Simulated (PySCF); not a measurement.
System: C5H6F2 (SMILES FCCC1=C(F)C1).

The calculation's input:

```
{"job": {"kind": "uv", "xc": "CAM-B3LYP", "basis": "def2-SVPD", "nstates": 8, "ntriplets": 3}, "charge": 0, "multiplicity": 1}
F     -3.006869     0.061760    -0.028057
C     -1.699322     0.315217    -0.356487
C     -0.774686    -0.245106     0.725320
C      0.633651    -0.065076     0.347052
C      1.838110     0.372184     0.528825
F      2.725792     1.016970     1.262234
C      1.662915    -0.387329    -0.737936
H     -1.597543     1.401426    -0.447138
H     -1.515020    -0.162232    -1.324325
H     -0.989109    -1.312310     0.841041
H     -0.975582     0.253816     1.675829
H      2.059885    -1.393515    -0.821206
H      1.633390     0.144682    -1.682881
```

Launched as:

```sh
OMP_NUM_THREADS=1 python probes_run.py task.json out
```

Geometry: GFN2-xTB.

All numbers below come from CAM-B3LYP/def2-SVPD, SCF density, gas phase in PySCF 2.14.0.

What will maps of the electron density and electron localisation function show?

C–C (1.29 Å): the density is about 2.3 e/Å³ at the midpoint; the ELF peaks at about 0.85 between the atoms (a short, multiple covalent bond).
C–F (1.32 Å): ρ at the midpoint is about 2.4 e/Å³; the ELF peaks at about 0.85 between the atoms; a polar covalent bond.
C–H (1.09 Å): ρ at the midpoint is about 2 e/Å³; the ELF climbs to about 1 towards the hydrogen, as it does in any bond to H: an ordinary covalent bond to hydrogen.
C–C (1.47 Å): the density is about 1.8 e/Å³ at the midpoint; the ELF peaks at about 0.95 between the atoms; a shared electron pair.

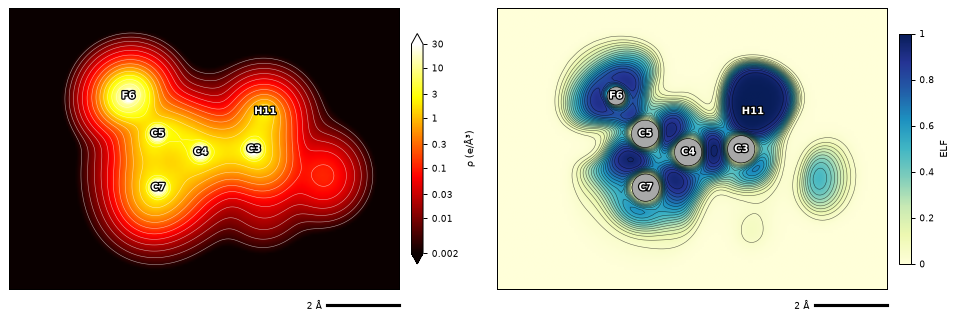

Computed electron density and electron localisation function on the plane of atoms C3, C4 and C5, in this order. Grey discs cover the atomic cores in the ELF map. 
